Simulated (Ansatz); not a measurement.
**Run report: GePH7O4, geometry relaxation (part 1 of 2)**

System: GePH7O4.
Method: RKS PBE/def2-SVP (Ansatz 0.2.0).

The input holds or restrains some coordinates. It belongs to a series of runs on one base structure; here: pulled along the bonds that form and break, towards end A. Figures and captions count atoms from 1; the log counts them from 0 in places.

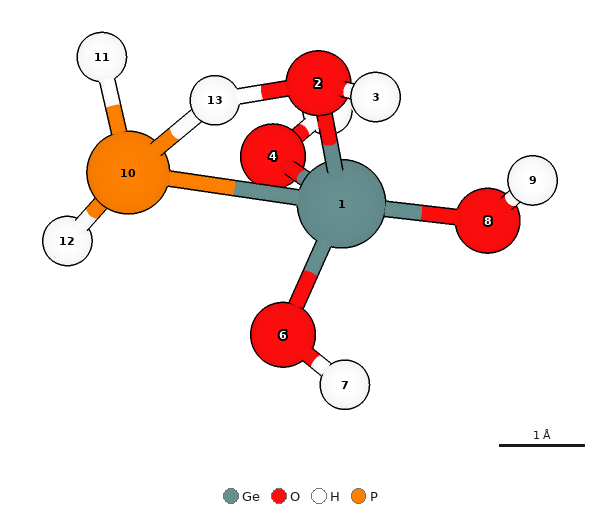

*The starting structure (ball-and-stick view, seen at a tilt; atoms are numbered from 1 in the order of the input). Sticks mark near contacts.*

Bond lengths as drawn: Ge–O 1.77 to 2.12 Å, Ge–P 2.57 Å, H–O 1.01 to 1.27 Å and H–P 1.42 to 1.64 Å.

The input
```yaml
crystal:
  periodic: [false, false, false]
  atoms:
    - { symbol: Ge, position_ang: [0.0, 0.0, 0.0] }
    - { symbol: O, position_ang: [0.0, 0.0, 2.12] }
    - { symbol: H, position_ang: [-0.9095, -0.2814, 2.4571] }
    - { symbol: O, position_ang: [1.6691, 0.0, -0.5894] }
    - { symbol: H, position_ang: [1.9855, -0.9521, -0.7061] }
    - { symbol: O, position_ang: [-0.8337, 1.4443, -0.5894] }
    - { symbol: H, position_ang: [-1.7915, 1.2136, -0.8118] }
    - { symbol: O, position_ang: [-0.8337, -1.4443, -0.5894] }
    - { symbol: H, position_ang: [-1.2883, -1.91, 0.183] }
    - { symbol: P, position_ang: [1.3478, 2.0326, 0.8104] }
    - { symbol: H, position_ang: [2.4401, 1.5915, 1.6033] }
    - { symbol: H, position_ang: [1.8381, 2.7536, -0.3104] }
    - { symbol: H, position_ang: [0.6948, 1.0477, 1.9541] }
basis:
  gaussian: { orbitals: def2-SVP }
hamiltonian:
  xc: pbe
relax:
  f_tol: 0.15
  max_steps: 25
  restrain:
    - { distance: [0, 9], at: 3.47, k: 30.0 }
    - { distance: [12, 1], at: 2.21, k: 30.0 }
    - { distance: [0, 1], at: 1.77, k: 30.0 }
    - { distance: [12, 9], at: 1.42, k: 30.0 }
output:
  orbitals: {}
```

Run on 4 threads of Arm Neoverse V1, 24 GiB of memory available, shared host.

Run as:
```bash
ansatz run input.yaml --threads 4 --pin off --max-ram 5120MiB --backend cpu --events-out ev --progress --plain --runs-dir out
```

Output
```
The last accepted step is kept in [file] (removed where the run ends without a failure and the disk answers)
Engine: ansatz 0.2.0, aarch64-unknown-linux-gnu
Functional definition: PBE
  parameter kappa = 0.804
  parameter beta = 0.06672455060314922
  exchange = pbe_x(kappa = kappa, mu = beta*pi^2/3)
  correlation = pbe_c(beta = beta)
1536 factors; their error is unknown
mean field evaluation 1: about -74050.8856 eV, gradient 1.0e2 eV
mean field evaluation 2: about -73960.3341 eV, gradient 2.3e2 eV
mean field evaluation 4: about -74068.2464 eV, gradient 2.2e1 eV
mean field evaluation 8: about -74069.1183 eV, gradient 7.4e-1 eV
mean field evaluation 16: about -74069.0597 eV, gradient 8.0e-4 eV
mean field -74069.05970423 eV, -2721.9877383187 hartree, gradient 4.5e-5 eV, S^2 0.000000; 0 other end points of the search recorded, 0 dependent functions left out
the calculation of the forces begins
reference -74069.05974401 eV, -2721.9877397804 hartree; 43, 43 occupied and 98, 98 virtual orbitals, 1536 factors
relax step   1: F+E_penalty+E_count = -74069.05970423 eV  Δ(F+E_penalty+E_count) = +0.000e0 eV  max|allowed force component| = 3.135e0 eV/Å  E_restraint = 28.05348451 eV  max|allowed force component, restraints' pulls added| = 2.740e1 eV/Å  Δτ_max = 0.0000 Å  (32 SCF iters, accepted)
  distance Ge 0 - P 9 = 2.5700 Å
  distance H 12 - O 1 = 1.2680 Å
  distance Ge 0 - O 1 = 2.1200 Å
  distance H 12 - P 9 = 1.6445 Å
these checks for a lower state are left out or cut short: starts, cluster_reference, orbital_swaps, neighbouring_geometries, increment
1536 factors; their error is unknown
mean field -74069.63297447 eV, -2722.0088056114 hartree, gradient 1.5e-5 eV, S^2 0.000000; 0 other end points of the search recorded, 0 dependent functions left out
[... from here on the field's lines of each further geometry are left out, up to the last ...]
relax step   2: F+E_penalty+E_count = -74069.63297447 eV  Δ(F+E_penalty+E_count) = -5.733e-1 eV  max|allowed force component| = 3.389e0 eV/Å  E_restraint = 13.58346716 eV  max|allowed force component, restraints' pulls added| = 1.944e1 eV/Å  Δτ_max = 0.1949 Å  (37 SCF iters, accepted)
relax step   3: F+E_penalty+E_count = -74070.34497411 eV  Δ(F+E_penalty+E_count) = -7.120e-1 eV  max|allowed force component| = 4.642e0 eV/Å  E_restraint = 3.94791540 eV  max|allowed force component, restraints' pulls added| = 1.065e1 eV/Å  Δτ_max = 0.1950 Å  (36 SCF iters, accepted)
relax step   4: F+E_penalty+E_count = -74071.37404843 eV  Δ(F+E_penalty+E_count) = -1.029e0 eV  max|allowed force component| = 3.744e0 eV/Å  E_restraint = 0.61546757 eV  max|allowed force component, restraints' pulls added| = 5.519e0 eV/Å  Δτ_max = 0.1949 Å  (34 SCF iters, accepted)
relax step   5: F+E_penalty+E_count = -74072.51596566 eV  Δ(F+E_penalty+E_count) = -1.142e0 eV  max|allowed force component| = 1.298e0 eV/Å  E_restraint = 0.03225752 eV  max|allowed force component, restraints' pulls added| = 1.768e0 eV/Å  Δτ_max = 0.1947 Å  (31 SCF iters, accepted)
relax step   6: F+E_penalty+E_count = -74072.92898895 eV  Δ(F+E_penalty+E_count) = -4.130e-1 eV  max|allowed force component| = 5.462e-1 eV/Å  E_restraint = 0.01089668 eV  max|allowed force component, restraints' pulls added| = 8.449e-1 eV/Å  Δτ_max = 0.2000 Å  (34 SCF iters, accepted)
relax step   7: F+E_penalty+E_count = -74073.07018723 eV  Δ(F+E_penalty+E_count) = -1.412e-1 eV  max|allowed force component| = 4.985e-1 eV/Å  E_restraint = 0.00531617 eV  max|allowed force component, restraints' pulls added| = 2.463e-1 eV/Å  Δτ_max = 0.2000 Å  (29 SCF iters, accepted)
relax step   8: F+E_penalty+E_count = -74073.12008300 eV  Δ(F+E_penalty+E_count) = -4.990e-2 eV  max|allowed force component| = 5.007e-1 eV/Å  E_restraint = 0.00665849 eV  max|allowed force component, restraints' pulls added| = 1.997e-1 eV/Å  Δτ_max = 0.1999 Å  (32 SCF iters, accepted)
the calculation of the forces begins
reference -74073.12631304 eV, -2722.1371834357 hartree; 43, 43 occupied and 98, 98 virtual orbitals, 1536 factors
relax step   9: F+E_penalty+E_count = -74073.12627652 eV  Δ(F+E_penalty+E_count) = -6.194e-3 eV  max|allowed force component| = 5.501e-1 eV/Å  E_restraint = 0.00538337 eV  max|allowed force component, restraints' pulls added| = 1.153e-1 eV/Å  Δτ_max = 0.0733 Å  (29 SCF iters, accepted)
  distance Ge 0 - P 9 = 3.4852 Å
  distance H 12 - O 1 = 2.2138 Å
  distance Ge 0 - O 1 = 1.7774 Å
  distance H 12 - P 9 = 1.4277 Å
1536 factors; their error is unknown
mean field evaluation 96: about -74073.1263 eV, gradient 1.1e-4 eV
```

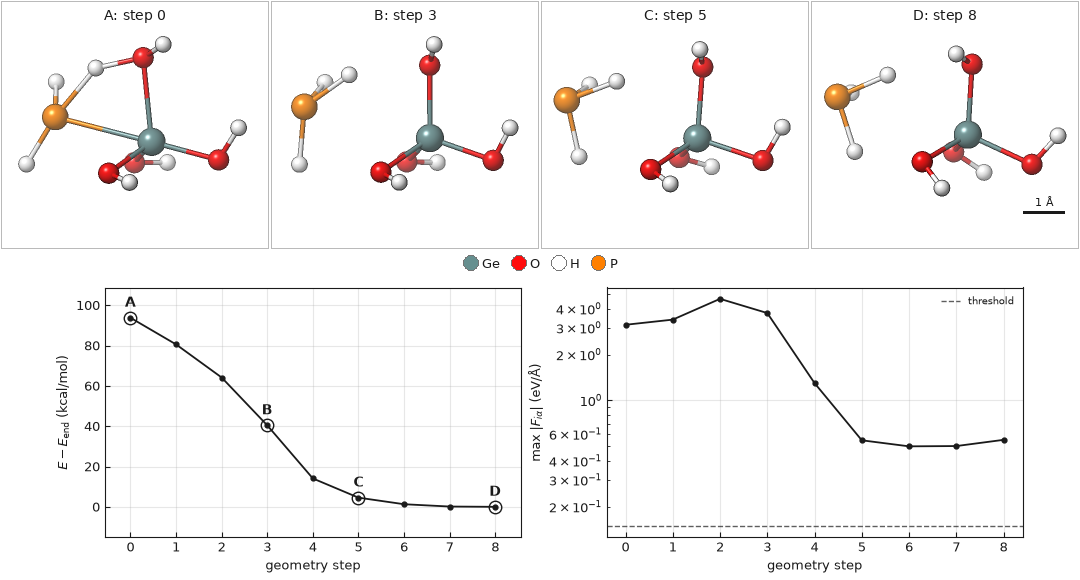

*Frames of the restrained relaxation (ball-and-stick view, seen at a tilt) above the curves, on which the letters mark them (the first geometry is step 0 here and step 1 in the log).*

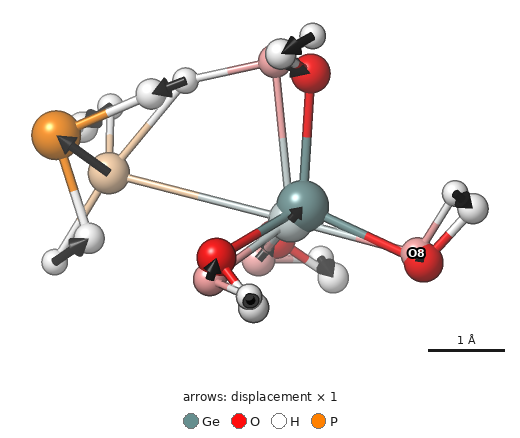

*Start (faint) and end (solid) with the displacements as black arrows, at true length (ball-and-stick view, seen at a tilt). The two geometries are laid on each other by the best rigid fit.*

The atom that moves furthest after the best rigid fit is P10 (0.86 Å). Largest moves by element: P 0.86 Å, H 0.64 Å, O 0.52 Å, Ge 0.24 Å. Distances before and after: O2–H13 1.268 → 2.214 Å, Ge1–P10 2.570 → 3.485 Å, Ge1–O2 2.120 → 1.777 Å, P10–H13 1.645 → 1.428 Å. Bonds break: Ge1–P10 (2.57 → 3.49 Å). Among the angles that change: H12–P10–H13 171.9° → 94.7°, H11–P10–H13 74.4° → 91.7°, H11–P10–H12 109.4° → 92.7°. After 8 geometry steps the energy has fallen by 93.8 kcal/mol. The largest force component goes from 3.1 to 0.55 eV/Å. (Atoms are counted from 1 in the order of the input.)

```
mean field -74073.12627652 eV, -2722.1371820937 hartree, gradient 1.2e-5 eV, S^2 0.000000; 1 other end points of the search recorded, 0 dependent functions left out
the calculation of the forces begins
reference -74073.12631304 eV, -2722.1371834357 hartree; 43, 43 occupied and 98, 98 virtual orbitals, 1536 factors
Total energy: -74073.12631304 eV, -2722.1371834357 hartree
Atom 0 at    -0.080894    -0.158157     0.167517 Å, force    -0.177057    -0.241093    -0.480351 eV/Å
Atom 1 at    -0.257893    -0.394448     1.920178 Å, force     0.004813    -0.237780     0.284132 eV/Å
Atom 2 at    -0.949735     0.197157     2.271764 Å, force    -0.024816     0.050019    -0.033064 eV/Å
Atom 3 at     1.621018    -0.251835    -0.338460 Å, force     0.043208     0.115237     0.115267 eV/Å
Atom 4 at     1.701375    -1.012553    -0.945138 Å, force    -0.054454    -0.072935    -0.033046 eV/Å
Atom 5 at    -0.922251     1.343391    -0.313878 Å, force     0.058246    -0.022206     0.052110 eV/Å
Atom 6 at    -1.592819     1.099711    -0.980153 Å, force    -0.043822    -0.011823    -0.065428 eV/Å
Atom 7 at    -0.885550    -1.507014    -0.702237 Å, force    -0.083489    -0.101029     0.085364 eV/Å
Atom 8 at    -1.186987    -2.167124    -0.046158 Å, force    -0.002365     0.040731    -0.083300 eV/Å
Atom 9 at     1.653181     2.617344     1.365968 Å, force     0.364579     0.550063     0.089318 eV/Å
Atom 10 at     2.887217     1.877813     1.344420 Å, force     0.014646     0.009960    -0.000597 eV/Å
Atom 11 at     1.406821     2.377512    -0.026004 Å, force    -0.022197     0.000357     0.008666 eV/Å
Atom 12 at     0.925218     1.473704     1.813581 Å, force    -0.077293    -0.079502     0.060931 eV/Å
Dipole moment:    -0.437608    -0.457075    -0.137932 e Å
```

Trajectory as extended XYZ (Å, eV, eV/Å), 9 frames, from step=1 to step=9
```
13
Properties=species:S:1:pos:R:3:forces:R:3 step=1 energy=-74069.05970
Ge    0.0000    0.0000    0.0000    1.5916   1.6833   1.3757
O     0.0000    0.0000    2.1200   -0.7219  -1.5668  -1.0435
H    -0.9095   -0.2814    2.4571    1.1251   1.0466   0.2167
O     1.6691    0.0000   -0.5894    1.1216  -3.1354  -1.2866
H     1.9855   -0.9521   -0.7061   -0.0032   0.6119  -0.3883
O    -0.8337    1.4443   -0.5894   -2.5793  -0.2532  -0.8294
H    -1.7915    1.2136   -0.8118    1.0253   0.4559   0.0271
O    -0.8337   -1.4443   -0.5894   -1.0776  -1.1809   1.4244
H    -1.2883   -1.9100    0.1830    0.5874   0.4758  -1.1802
P     1.3478    2.0326    0.8104   -0.0477   2.1781   2.4354
H     2.4401    1.5915    1.6033    1.1167   0.0243  -0.6591
H     1.8381    2.7536   -0.3104    0.0406  -0.3544   0.0151
H     0.6948    1.0477    1.9541   -2.1787   0.0147  -0.1073
13
Properties=species:S:1:pos:R:3:forces:R:3 step=2 energy=-74069.63297
Ge   -0.0548   -0.0883    0.0198    2.4234   3.3895   1.8163
O    -0.0617   -0.1177    2.0473    0.3305  -0.6380  -1.6827
H    -0.9243   -0.2842    2.4670   -0.3891   0.0976   0.2384
O     1.6547   -0.0252   -0.5906   -0.3655  -1.6837  -0.3184
H     1.9891   -0.9546   -0.7121   -0.0780   0.3098  -0.1555
O    -0.8441    1.4237   -0.5869   -0.9686  -0.7902  -0.1204
H    -1.7901    1.2175   -0.8142    0.5644   0.2314   0.0397
O    -0.8536   -1.4743   -0.5916   -1.3948  -1.9867   0.2087
H    -1.2896   -1.9139    0.1788    0.1032  -0.1054  -0.5637
P     1.4184    2.1836    0.9114   -0.3864   1.9057   2.9504
H     2.4657    1.5894    1.6045    1.7566   0.0536  -0.4049
H     1.8430    2.7551   -0.3125   -0.1592  -0.9254  -0.3853
H     0.7661    1.1843    1.9105   -1.4365   0.1418  -1.6225
```
